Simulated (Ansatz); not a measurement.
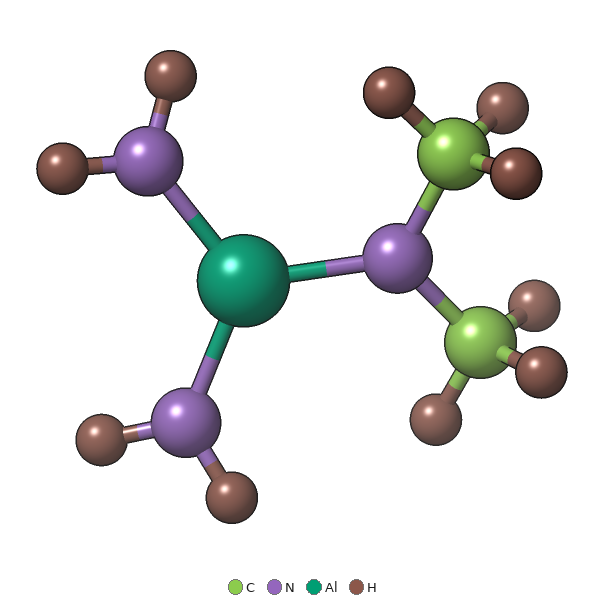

Rendered structure (ball-and-stick style). Every bond is drawn as one stick, whatever its order.

Question: Which formula does it have?

Answer: C₂H₁₀AlN₃, 16 atoms: 2 carbon, 10 hydrogen, 1 aluminium and 3 nitrogen.

Question: How many bonds of each kind are drawn?

Answer: 6 C–H, 4 N–H, 3 Al–N, 2 C–N.

Question: Give the symmetry (Schoenflies symbol).

Answer: C2.

The parts below concern this one geometry. Atoms keep their numbers from picture to picture. The geometry was computed by an optimisation with PBE0-D4/def2-TZVP.

## Geometry

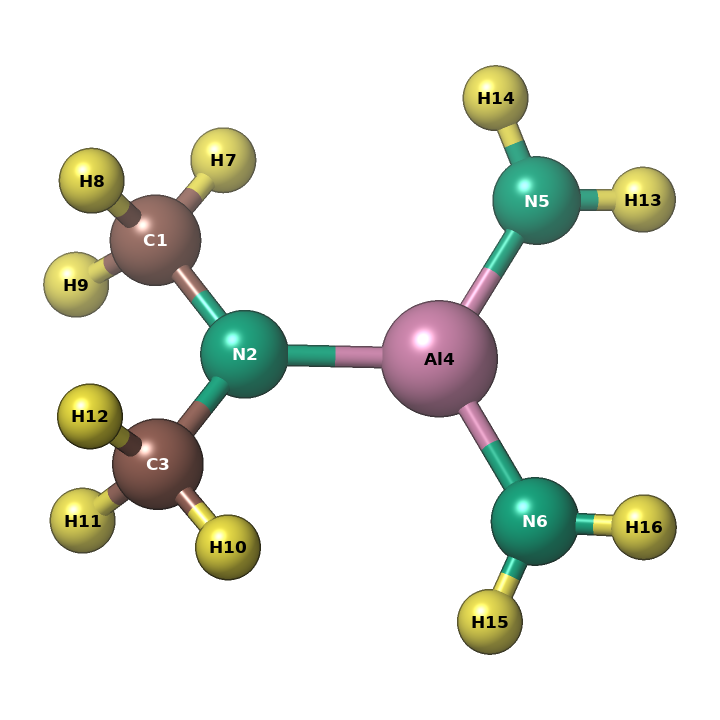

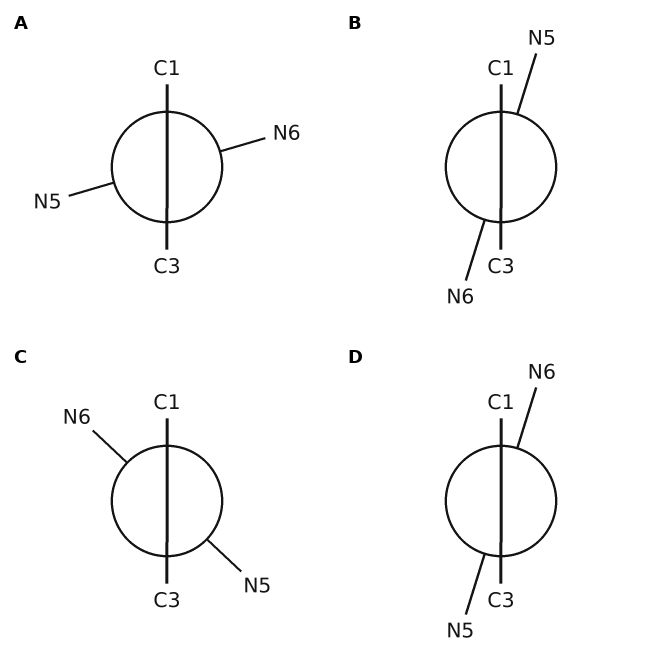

Depth is shown by fading: the farther an atom, the more it takes the colour of the background. Bonds that would overlap in a projection are set slightly apart.

Question: Which Newman projection shows the view along N2–Al4, with N2 in front?

Answer: B. The torsion angle C1–N2–Al4–N5 is 14°, synperiplanar (eclipsed).

## Levels of theory compared

Program: Ansatz 0.2.0.

Compare HOMO energy (eV), dipole (D) at these levels: B3LYP-D4/def2-TZVPP; PBE-D4/def2-TZVPP; r2SCAN-D4/def2-TZVPP; ωB97M-V/def2-TZVPP.

```
               level  HOMO energy (eV)  dipole (D)
 B3LYP-D4/def2-TZVPP             −5.69        0.57
   PBE-D4/def2-TZVPP             −4.61        0.60
r2SCAN-D4/def2-TZVPP             −4.83        0.58
  ωB97M-V/def2-TZVPP             −8.21        0.56
```

## Vibrations

Harmonic vibrations computed with RKS PBE0-D4/def2-TZVP (Ansatz 0.2.0) at a stationary point of the same level.

Question: How many vibrational modes are there, and where do they lie?

Answer: 42 modes: 62, 124, 151, 190, 235, 239, 245, 278, 299, 307, 320, 328, 346, 587, 614, 674, 813, 878, 1034, 1094, 1118, 1169, 1232, 1319, 1440, 1467, 1470, 1476, 1501, 1520, 1565, 1573, 2963, 2970, 2994, 3004, 3100, 3101, 3623, 3624, 3711, 3711 cm⁻¹.

## Charges

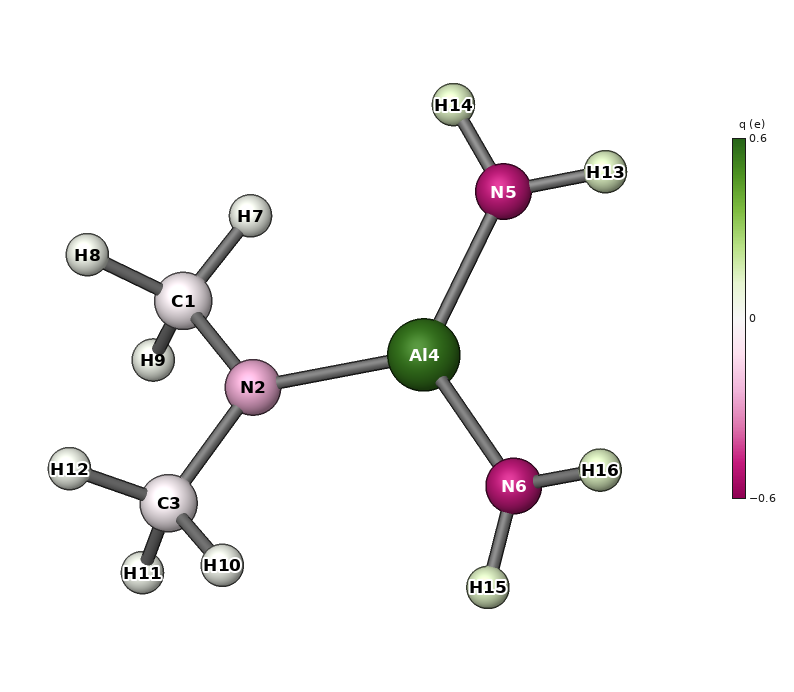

Atoms are coloured by their Mulliken charges. Level of theory: RKS r2SCAN-D4/def2-TZVPP (Ansatz 0.2.0).

Question: Which atom carries the highest charge (most positive or least negative)?

Answer: Al4 (0.56 e).

Question: And the lowest?

Answer: N5, N6 (−0.49 e).

List the Mulliken charges.

```
atom  value (e)
  C1      −0.04
  N2      −0.26
  C3      −0.04
 Al4       0.56
  N5      −0.49
  N6      −0.49
  H7       0.03
  H8       0.04
  H9       0.03
 H10       0.03
 H11       0.04
 H12       0.03
 H13       0.14
 H14       0.14
 H15       0.14
 H16       0.14
```

Mulliken values depend strongly on the basis set and can even reverse the polarity of a bond.
